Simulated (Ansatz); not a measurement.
```xyz
9

Si   -0.7740    1.0945   -0.8840
N     0.2244    0.4778    0.3740
Si    0.7652   -1.0552    0.9373
H    -1.6644    0.0943   -1.5382
H     0.1633    1.6471   -1.9017
H    -1.6079    2.1927   -0.3295
H     2.1875   -1.1611    0.5070
H     0.0118   -2.2293    0.4129
H     0.6942   -1.0609    2.4220
```

Geometry: PBE0-D4/def2-TZVP.

All numbers below come from UKS PBE0-D4/def2-TZVPP in Ansatz 0.2.0.

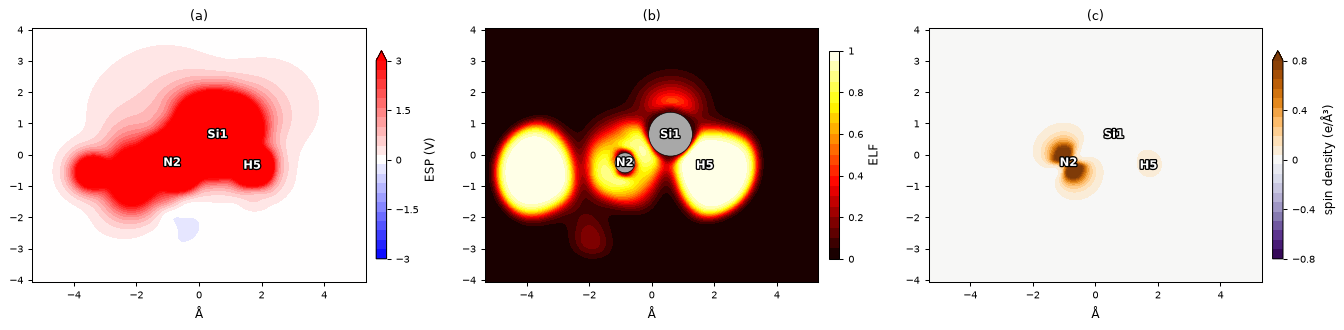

H6NSi2 (SMILES [SiH3][N][SiH3]) (doublet). (a) electrostatic potential; (b) ELF; (c) spin density on the plane of atoms N2, Si1 and H5. Grey discs cover the atomic cores in the ELF map.

Q: Interpret the plot.

A: Atoms in the plane: Si, N and H. Si–N (1.72 Å): the ELF peaks at about 0.90 between the atoms, as expected for a polar covalent bond. Si–H (1.49 Å): the ELF climbs to about 1 towards the hydrogen, as it does in any bond to H. The unpaired spin (1 electron) lies mostly on N2 (about 0.7), in electrons by Hirshfeld's partition. The potential has no marked negative region in this plane.
